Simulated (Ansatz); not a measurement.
Converging the plane-wave cutoff: Lu2SeO2 (P3m1, 5 atoms in the cell)

```
CELL_PARAMETERS angstrom
      3.72723     0.00000     0.00000
     -1.86361     3.22788     0.00000
      0.00000     0.00000     6.66678
ATOMIC_POSITIONS crystal
  Lu 0.33333 0.66667 0.30070
  Lu 0.66667 0.33333 0.70680
  Se 0.00000 0.00000 0.00000
  O  0.33333 0.66667 0.62510
  O  0.66667 0.33333 0.37490
```

Method of the run: PBEsol, default PAW files made with PBE (plane waves; Ansatz, a program for electronic structure).

Base settings: basis.ecutwfc = 30.9 Ry; kpoints.mp_grid.grid = 7 7 3; hamiltonian.xc = pbesol; hamiltonian.pseudopotentials = {kind: paw} (the program's default PAW files); scf.occupations.method = fermi_dirac; scf.occupations.width = 0.0015 Ry.

The second cell is the first with its lattice scaled by 0.98.

The mesh stays at the base's, so the ladder's end is converged at best in this setting alone.

The first pressure column holds Ansatz's estimate of the finite-basis (Pulay) stress, which hides part of the cutoff error; the other is without it.

Only quantities that move along the ladder and can be compared are tabulated.

The count of work is k-points × plane waves × bands × iterations; it is no time. 

The starting cell comes from a database of computed structures (which also holds hypothetical and non-ambient phases and stackings), without a prior relaxation at this level. Its lattice was rescaled by up to half a per cent. One atom was moved a little off its site on purpose. In the base run, forces exceed 1 eV/Å.

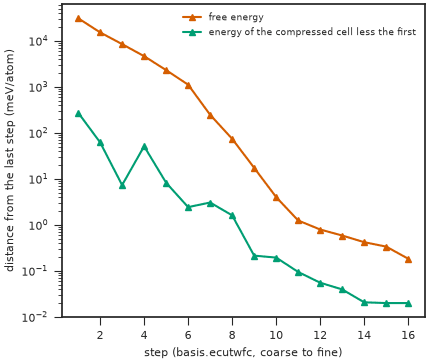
Figure. Distance from the last step along the ladder; very small values are drawn at a floor.

```tsv
basis.ecutwfc	free energy less the last step's (meV/atom)	energy of the compressed cell less the first (meV/atom)	pressure (GPa)	pressure without the Pulay estimate (GPa)	largest difference of a force vector from the last step's (eV/Å)	count of work / last
10.7 Ry	31036.09	300.17	15.49	-929.75	3.151	0.058
12.5 Ry	15263.68	-37.69	-3.38	-491.38	1.066	0.066
14 Ry	8471.47	31.79	7.00	-316.62	0.545	0.092
15.4 Ry	4638.12	75.55	3.71	-209.60	1.130	0.096
16.9 Ry	2310.07	32.71	-0.05	-125.19	0.405	0.11
18.4 Ry	1113.98	22.04	-1.00	-67.08	0.200	0.12
21.7 Ry	246.55	21.40	-0.25	-15.92	0.060	0.14
24.6 Ry	74.18	22.86	-0.41	-5.41	0.056	0.20
27.9 Ry	17.38	24.68	-0.15	-1.67	0.005	0.18
30.9 Ry	4.01	24.66	-0.15	-0.55	0.004	0.24
33.8 Ry	1.25	24.56	-0.17	-0.24	0.001	0.31
37.1 Ry	0.79	24.52	-0.17	-0.18	0.001	0.28
41.5 Ry	0.59	24.51	-0.18	-0.19	0.001	0.41
46.3 Ry	0.42	24.49	-0.18	-0.18	0.000	0.45
54 Ry	0.34	24.48	-0.18	-0.18	0.000	0.62
61.7 Ry	0.18	24.48	-0.18	-0.19	0.000	0.76
74.2 Ry	0.00	24.47	-0.18	-0.18	0.000	1.0
```

Coarsest basis.ecutwfc that holds the energy of the compressed cell less the first within 2 meV/atom of the last step, with all finer ones: 24.6 Ry, at 0.20 of the last step's count of work; the step before is off by 3.1 meV/atom.

Coarsest basis.ecutwfc that holds the forces within 0.01 eV/Å of the last step, with all finer ones: 27.9 Ry, at 0.18 of the last step's count of work; the step before is off by 0.056 eV/Å.

Coarsest basis.ecutwfc that holds the pressure within 0.1 GPa of the last step, with all finer ones: 27.9 Ry, at 0.18 of the last step's count of work; the step before is off by 0.23 GPa.

The energy difference between the two cells stays within 1 meV/atom of the last step's from 27.9 Ry on, the total only from 37.1 Ry on: much of the error is common to both cells and cancels.

At the lowest cutoff the pressure without the Pulay estimate lies 930 GPa under the last step's, the usual sign of Pulay stress in an incomplete plane-wave basis.

Keys are those of Ansatz 0.2.
